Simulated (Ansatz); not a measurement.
Fields on a plane of Zr (hcp, Mg type)

```yaml
crystal:
  lattice:
    - [3.24591, 0.00000, 0.00000]
    - [-1.62295, 2.81104, 0.00000]
    - [0.00000, 0.00000, 5.15116]
  atoms:
    - { symbol: Zr, position: [0.33333, 0.66667, 0.75000] }
    - { symbol: Zr, position: [0.66667, 0.33333, 0.25000] }
```

The slice is a (-1 1 0 2) plane (indices of the conventional cell) through the point (0.333, 0.667, 0.750) (fractional), spanned by u = [110] and v = [1 -1 1] in vectors of this cell: u (3.25 Å) and v (7.63 Å, at 90° to u). It covers one period; positions are fractions (u, v).

Atoms on it: Zr at (0.00, 0.00). Other atoms lie within 1 Å of the plane.

All values below come from r2SCAN (plane waves to 500 eV, PAW, scalar-relativistic; Ansatz, a first-principles code). k mesh 16×16×9. These are valence fields of a PAW run, semicore shells included where kept as valence: close to a nucleus they are smooth pseudo fields. The PAW data are Ansatz's earlier set. Zr is run without spin polarisation. Zr was relaxed with its symmetry unable to fall.

```
v \ u  0.00  0.11  0.22  0.33  0.44  0.56  0.67  0.78  0.89
-----  ----  ----  ----  ----  ----  ----  ----  ----  ----
0.90      x     x  <3.0   5.7   9.5   9.5   5.7  <3.0     x
0.75   11.3  10.9   9.5   7.5   6.1   6.1   7.5   9.5  10.9
0.60    8.9   8.9   8.6   8.0   7.4   7.4   8.0   8.6   8.9
0.45      x     x  <3.0   5.3   9.6   9.6   5.3  <3.0     x
0.30   <3.0  <3.0   4.2   8.1  10.1  10.1   8.1   4.2  <3.0
0.15   <3.0  <3.0   6.0   9.2  10.9  10.9   9.2   6.0  <3.0
0.00      x     x     x  <3.0   6.6   6.6  <3.0     x     x
```

Values: electrostatic potential energy of an electron, from the cell's mean, in eV. Points within 1 Å of a nucleus are blanked (x), as the pseudised field means little there. Values under 3 eV are set to 3. The zero, the cell's mean, hangs on the PAW cores.

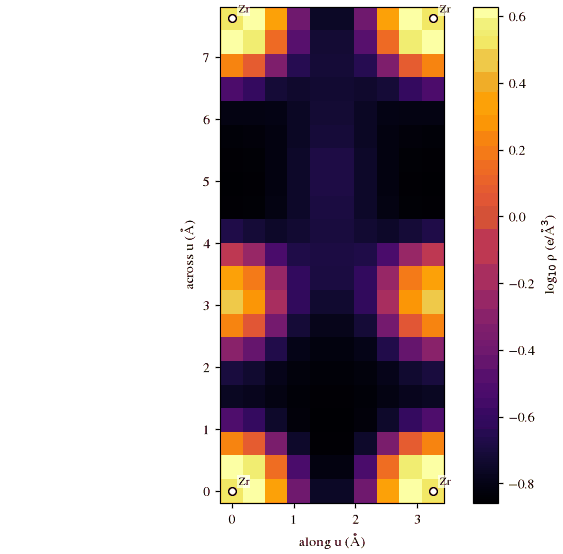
*Log₁₀ of the valence density in e/Å³, one period of the plane, atoms marked. The scale is logarithmic, as a density can span decades between atoms and voids.*
